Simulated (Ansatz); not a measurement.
Energy against volume for InAs (zinc blende)

InAs (zinc blende)

```cif
data_AsIn
_chemical_formula_sum 'As1 In1'
_space_group_name_H-M_alt 'P 1'
_space_group_IT_number 1
_cell_length_a 4.30441
_cell_length_b 4.30441
_cell_length_c 4.30441
_cell_angle_alpha 60.000
_cell_angle_beta 60.000
_cell_angle_gamma 60.000
loop_
_space_group_symop_operation_xyz
  'x, y, z'
loop_
_atom_site_label
_atom_site_type_symbol
_atom_site_fract_x
_atom_site_fract_y
_atom_site_fract_z
_atom_site_occupancy
As1 As 0.75000 0.75000 0.75000 1
In1 In 0.00000 0.00000 0.00000 1
```

This relaxed cell (volume V₀) is scaled evenly in all directions, its shape held. Symmetry pins the atoms to their sites.

Level of theory: PBEsol (plane waves to 420 eV, PAW, scalar-relativistic; Ansatz, a quantum-chemistry and plane-wave program). k mesh 9×9×9 (Γ-centred), Fermi-Dirac smearing 0.05 eV. E stands for the smeared free energy. At this level the bands of InAs touch or barely overlap; measurements give the solid a gap. InAs was relaxed with its symmetry unable to fall. The PAW data are Ansatz's earlier set. ΔE is measured from the relaxed starting cell.

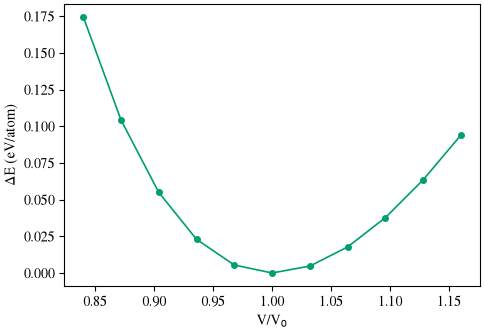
Figure: ΔE (eV/atom) against V/V₀; one marker a computed point.

The equilibrium volume of the fit comes out as 28.20 Å³/atom and the pressure derivative B₀′ (fit) comes out as 4.7. The bulk modulus B₀ (third-order Birch-Murnaghan fit) is 55.5 GPa. The energy cost of the largest expansion is 94 meV/atom and the pressure at the smallest volume is 14.6 GPa.

Check by three points about V = 28.197 Å³/atom, step 1.805: d²E/dV² ≈ (23 − 2·0 + 18) meV / 1.805² = 0.0126 eV/Å⁶, and V·d²E/dV² × 160.2 = 56.9 GPa.

(Under strain, the slope of the energy per volume gives the stress and its curvature an elastic modulus.)
